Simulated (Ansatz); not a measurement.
C$_{2}$H$_{9}$BOSi

Input file:

```
crystal:
  periodic: [false, false, false]
  atoms:
    - {symbol: C, position_ang: [1.598501, -1.806734, 0.904121]}
    - {symbol: C, position_ang: [2.684427, 0.361333, 2.218517]}
    - {symbol: B, position_ang: [1.665599, -0.250574, 1.170978]}
    - {symbol: O, position_ang: [0.807593, 0.545010, 0.461593]}
    - {symbol: Si, position_ang: [0.314981, 2.124878, 0.240978]}
    - {symbol: H, position_ang: [1.162287, -2.056575, -0.075522]}
    - {symbol: H, position_ang: [2.576936, -2.304293, 1.007651]}
    - {symbol: H, position_ang: [0.944036, -2.259095, 1.674912]}
    - {symbol: H, position_ang: [2.451953, 1.385145, 2.550529]}
    - {symbol: H, position_ang: [3.686412, 0.389275, 1.748089]}
    - {symbol: H, position_ang: [2.792809, -0.283342, 3.106828]}
    - {symbol: H, position_ang: [-1.165674, 2.169723, 0.379152]}
    - {symbol: H, position_ang: [0.704457, 2.550386, -1.130975]}
    - {symbol: H, position_ang: [0.931656, 3.047899, 1.238324]}
basis:
  gaussian: {orbitals: def2-SVPD}
hamiltonian: {xc: pbe0}
output: {forces: true, orbitals: {seedname: orbitals}}
```

Launched as:

```sh
ansatz run input.yaml --threads 2 --pin off --max-ram 4350MiB --events-out events.jsonl --progress --plain --runs-dir runs
```

Geometry: B3LYP/def2-SVP.

Level of theory: isolated molecule in a Gaussian basis; Kohn-Sham density functional theory, functional PBE0 (Ansatz 0.2.0).

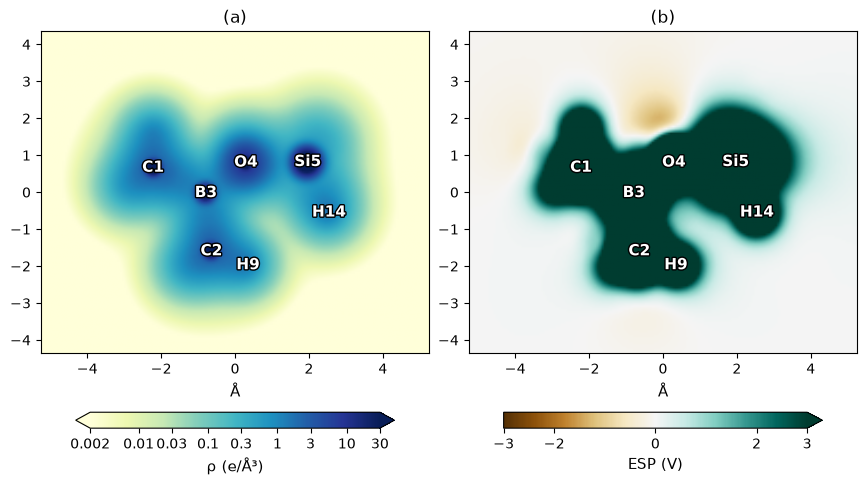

Figure 1. (a) total electron density; (b) electrostatic potential on the plane of atoms B3, O4 and Si5.

Q: Interpret the plot.

A: The section cuts through C, B, O, Si and H sites. B–O (1.37 Å): ρ at the midpoint is about 2 e/Å³. C–B (1.58 Å): ρ at the midpoint is about 1.4 e/Å³. Si–O (1.67 Å): ρ at the midpoint is about 1 e/Å³. C–H (1.10 Å): ρ at the midpoint is about 1.9 e/Å³. Si–H (1.49 Å): ρ is about 0.78 e/Å³ halfway. Outside the dense part of the molecule the potential is most negative (−1.3 V) near O4.

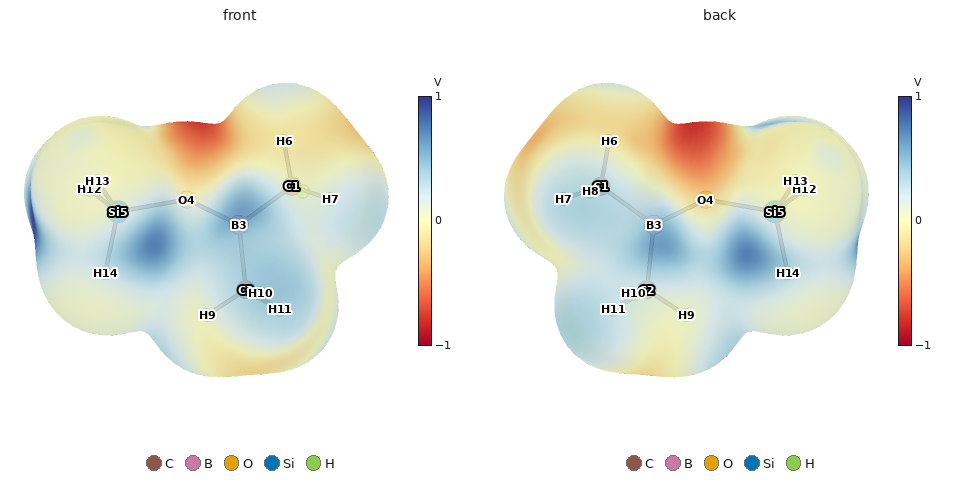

Figure 2. The molecular electrostatic potential painted on the density surface at 0.001 e/bohr³, seen from the front and from behind; the colour scale runs from red (negative) to blue (positive).

Q: Describe the electrostatic potential map.

A: The most negative region (about −0.8 V) lies over O4, the most positive (about +0.9 V) over Si5.

Q: What dipole moment does the calculation give?

A: Its dipole moment is 0.57 D.

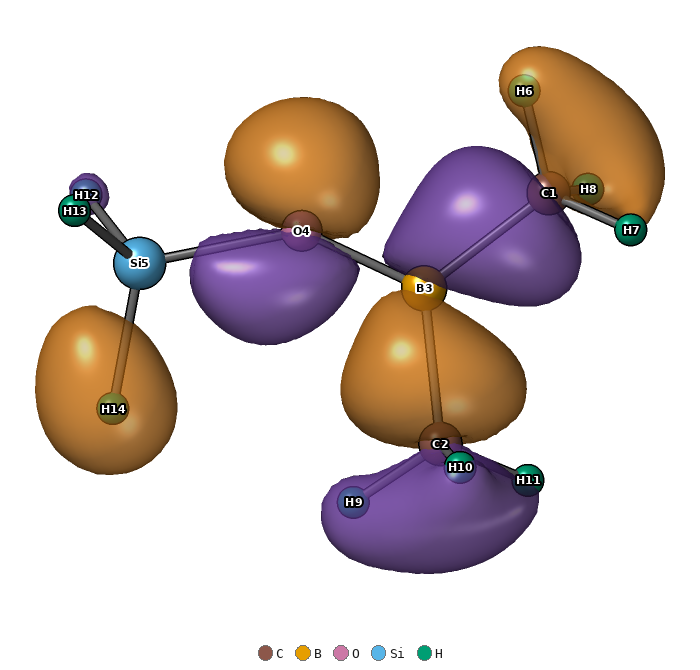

Figure 3. The HOMO at ±0.1 Å⁻³ᐟ² (orange and purple are the two phases), seen across its widest extent.

Q: What is the character of this orbital?

A: By Hirshfeld shares it lies mainly on O4 (about 25 %), C2 (about 20 %), C1 (about 20 %) and B3 (about 15 %). Its energy is −7.98 eV.
